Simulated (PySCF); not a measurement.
# C$_{3}$H$_{8}$FNSi: one change and its effect

System: C$_{3}$H$_{8}$FNSi.
Method of the first run: GIAO PBE0/6-31G* NMR shielding, non-relativistic, gas phase (PySCF 2.14.0).

The geometry comes from this level: PBE0-D3(BJ)/def2-SVP. Text and figures count atoms from 1; the logs count them from 0 in places.

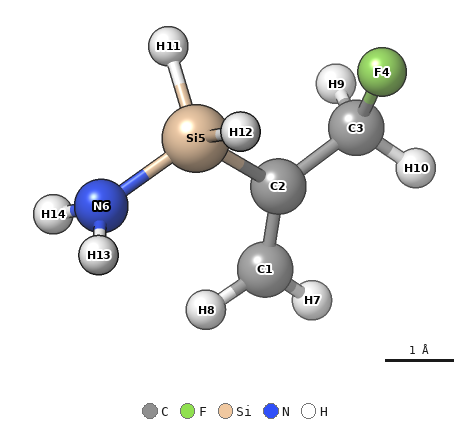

**Figure 1.** The structure (ball-and-stick view, seen at a tilt; atoms are numbered from 1 in the order of the input). Bond lengths as drawn: C–C 1.34 to 1.50 Å, C–F 1.38 Å, C–H 1.09 to 1.11 Å, C–Si 1.89 Å, H–N 1.01 Å, H–Si 1.49 to 1.50 Å and N–Si 1.73 Å.

**Input file, the first run**
```
{"job": {"kind": "nmr", "xc": "PBE0", "basis": "6-31G*", "pop": true}, "charge": 0, "multiplicity": 1}
C     -0.810696     1.125039    -0.228148
C     -0.713461    -0.208972    -0.191078
C     -1.893563    -1.100335    -0.416709
F     -1.743316    -2.275626     0.290366
Si     0.961843    -1.034170     0.119660
N      2.265352     0.096980     0.120185
H     -1.765319     1.642145    -0.388342
H      0.078227     1.752199    -0.104528
H     -1.972870    -1.364969    -1.487478
H     -2.840582    -0.624291    -0.108207
H      1.166371    -2.050354    -0.958847
H      0.966880    -1.693279     1.456985
H      2.585391     0.541734     0.970270
H      2.578775     0.583269    -0.709829
```

The first line tells a small driver script what to run in PySCF; the rest is the geometry in Å.

Launched with:
```bash
OMP_NUM_THREADS=1 python <driver script> task.json out
```

Hardware: 1 CPU thread, shared host.

**Output (the first run)**
```
coarse grid: 11992 points
cycle   1  E = -562.7220802090  dE =  4.632e-01  |g| = 6.166e-01  |ddm| = 3.282e+00
cycle   2  E = -562.6787249729  dE =  4.336e-02  |g| = 7.953e-01  |ddm| = 1.164e+00
cycle   3  E = -562.7978853175  dE = -1.192e-01  |g| = 6.891e-02  |ddm| = 6.874e-01
cycle   4  E = -562.7988020989  dE = -9.168e-04  |g| = 3.103e-02  |ddm| = 9.593e-02
cycle   5  E = -562.7990319344  dE = -2.298e-04  |g| = 1.011e-02  |ddm| = 3.574e-02
cycle   6  E = -562.7990552016  dE = -2.327e-05  |g| = 3.204e-03  |ddm| = 1.038e-02
cycle   7  E = -562.7990580629  dE = -2.861e-06  |g| = 4.828e-04  |ddm| = 3.541e-03
final grid: 111128 points
cycle   8  E = -562.7541997668  dE = -1.799e-05  |g| = 9.293e-03  |ddm| = 1.838e-02
cycle   9  E = -562.7541868923  dE =  1.287e-05  |g| = 1.246e-02  |ddm| = 1.792e-02
cycle  10  E = -562.7542192334  dE = -3.234e-05  |g| = 8.462e-04  |ddm| = 1.002e-02
cycle  11  E = -562.7542193908  dE = -1.574e-07  |g| = 1.333e-04  |ddm| = 9.640e-04
cycle  12  E = -562.7542193936  dE = -2.855e-09  |g| = 6.520e-05  |ddm| = 1.723e-04
cycle  13  E = -562.7542193945  dE = -8.905e-10  |g| = 2.689e-05  |ddm| = 7.067e-05
converged SCF energy = -562.7542193945

GIAO shielding tensors (ppm)
atom      isotropic    diamagn.    paramagn.     s11        s22        s33       span
  0 C       72.992     259.099    -186.107    -33.118     77.345    174.748    207.867
  1 C       49.678     252.734    -203.056    -46.978     34.790    161.222    208.199
  2 C      111.557     244.171    -132.614     78.436     97.140    159.095     80.659
  3 F      430.265     471.862     -41.598    394.850    425.685    470.258     75.408
  4 Si     438.234     882.585    -444.352    387.977    434.382    492.341    104.364
  5 N      265.650     321.461     -55.811    236.942    261.831    298.177     61.235
  6 H       26.395      30.706      -4.312     23.709     25.911     29.564      5.856
  7 H       26.418      33.054      -6.636     23.759     25.109     30.387      6.628
  8 H       26.698      27.915      -1.217     23.331     27.137     29.625      6.294
  9 H       26.907      28.140      -1.233     22.804     27.444     30.473      7.670
 10 H       26.645      29.681      -3.036     22.235     26.485     31.217      8.982
 11 H       26.803      29.917      -3.113     22.706     26.588     31.116      8.410
 12 H       32.131      30.254       1.877     25.216     27.498     43.679     18.463
 13 H       32.479      30.494       1.984     25.480     28.029     43.926     18.446
```

For the second run the input was changed thus:
```diff
-"basis": "6-31G*"
+"basis": "aug-cc-pVDZ"
```

What does this change do to the results?

The total energy of the second run is 41.8 kcal/mol lower, which measures the change of basis and not a stability. The HOMO goes from −6.98 to −7.27 eV. The LUMO goes from 0.04 to −0.56 eV. The dipole moment goes from 2.74 to 2.60 D. Of all shieldings, the largest change is that of F4, by −12.1 ppm. Diffuse functions give room to the loosely bound empty orbitals, which lowers the LUMO. The number of SCF iterations is the same. The basis functions go from 104 to 214.

**Output (the second run)**
```
coarse grid: 11992 points
cycle   1  E = -562.7400035171  dE =  4.827e-01  |g| = 5.733e-01  |ddm| = 1.090e+01
cycle   2  E = -562.6883508675  dE =  5.165e-02  |g| = 7.807e-01  |ddm| = 2.662e+00
cycle   3  E = -562.8074795088  dE = -1.191e-01  |g| = 6.699e-02  |ddm| = 1.283e+00
cycle   4  E = -562.8082865500  dE = -8.070e-04  |g| = 3.055e-02  |ddm| = 2.132e-01
cycle   5  E = -562.8085194431  dE = -2.329e-04  |g| = 7.909e-03  |ddm| = 1.024e-01
cycle   6  E = -562.8085314495  dE = -1.201e-05  |g| = 3.815e-03  |ddm| = 2.299e-02
cycle   7  E = -562.8085353554  dE = -3.906e-06  |g| = 4.971e-04  |ddm| = 8.731e-03
final grid: 111128 points
cycle   8  E = -562.8207557957  dE = -2.604e-05  |g| = 8.953e-03  |ddm| = 1.940e-01
cycle   9  E = -562.8207421278  dE =  1.367e-05  |g| = 1.226e-02  |ddm| = 5.176e-02
cycle  10  E = -562.8207741301  dE = -3.200e-05  |g| = 9.870e-04  |ddm| = 2.387e-02
cycle  11  E = -562.8207743368  dE = -2.067e-07  |g| = 1.881e-04  |ddm| = 2.575e-03
cycle  12  E = -562.8207743434  dE = -6.561e-09  |g| = 5.685e-05  |ddm| = 5.916e-04
cycle  13  E = -562.8207743440  dE = -5.862e-10  |g| = 3.040e-05  |ddm| = 1.784e-04
converged SCF energy = -562.8207743440

GIAO shielding tensors (ppm)
atom      isotropic    diamagn.    paramagn.     s11        s22        s33       span
  0 C       72.610     219.781    -147.172    -35.581     74.803    178.606    214.187
  1 C       40.351     194.046    -153.695    -60.407     21.037    160.422    220.829
  2 C      110.484     229.498    -119.013     73.431     96.497    161.525     88.093
  3 F      418.135     477.779     -59.644    390.659    402.303    461.442     70.784
  4 Si     449.535     893.253    -443.717    396.414    444.935    507.257    110.843
  5 N      271.584     284.312     -12.728    246.375    266.963    301.413     55.037
  6 H       25.303      38.132     -12.828     22.442     25.021     28.446      6.004
  7 H       25.286      33.587      -8.301     22.418     24.208     29.231      6.812
  8 H       25.966      28.976      -3.010     22.698     26.365     28.836      6.138
  9 H       26.197      32.493      -6.296     22.466     26.535     29.590      7.125
 10 H       26.196      26.295      -0.099     21.979     25.893     30.716      8.737
 11 H       26.336      26.405      -0.069     22.303     26.123     30.583      8.280
 12 H       31.183      31.633      -0.450     24.586     26.571     42.392     17.806
 13 H       31.521      31.720      -0.199     24.949     26.901     42.714     17.765
```

**The two runs side by side**

| quantity | the first run | the second run |
| --- | --- | --- |
| outcome | converged | converged |
| total energy (hartree) | −562.754219 | −562.820774 |
| HOMO (eV) | −6.98 | −7.27 |
| LUMO (eV) | 0.04 | −0.56 |
| dipole moment (D) | 2.74 | 2.60 |
| shielding of C2 (ppm) | 49.7 | 40.4 |
| shielding of C3 (ppm) | 111.6 | 110.5 |
| shielding of F4 (ppm) | 430.3 | 418.1 |
| shielding of Si5 (ppm) | 438.2 | 449.5 |
| shielding of N6 (ppm) | 265.7 | 271.6 |
| shielding of H7 (ppm) | 26.4 | 25.3 |
| shielding of H8 (ppm) | 26.4 | 25.3 |
| SCF iterations | 13 | 13 |
| basis functions | 104 | 214 |
| wall time (shared host) | 13 s | 29 s |
